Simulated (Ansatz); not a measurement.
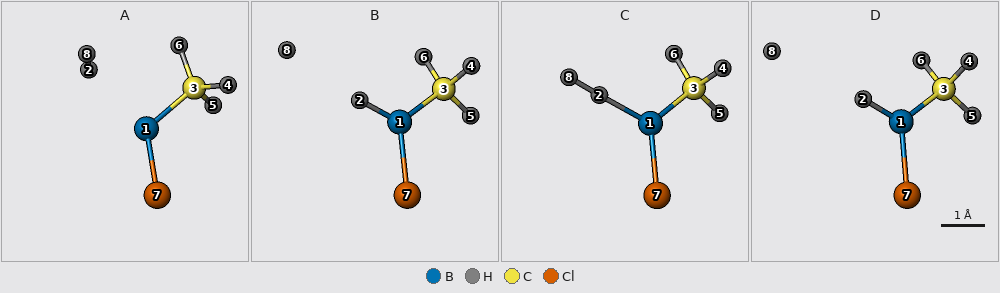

4 geometries from a converged minimum-energy path of CH5BCl (multiplicity 2), made up at the start of CH4BCl and H, shuffled. The picture is a ball-and-stick view, seen at a tilt.

These are results of UKS BHLYP-D4/6-31G* in Ansatz 0.2.0, not measurements. Set-up: 7 movable images; climbing image; force threshold 0.05 eV/Å; iteration limit 60; starting path through a guess of the saddle point.

> Which frame is the transition state?

C. In order along the path, whose images run from 0 to 8: D (image 0, 0.00 eV), B (image 1, +0.01 eV), C (image 4, +0.46 eV), A (image 6, +0.09 eV). A hydrogen atom shifts from one atom to another. Breaking: B1–H2 (1.18 → 1.51 at the top → 2.97 Å). Forming: H2–H8 (2.57 → 0.92 at the top → 0.74 Å).

Limits of the set-up: the start holds two separate molecules, 2.6 Å apart at their closest, whose relative position is a soft coordinate.
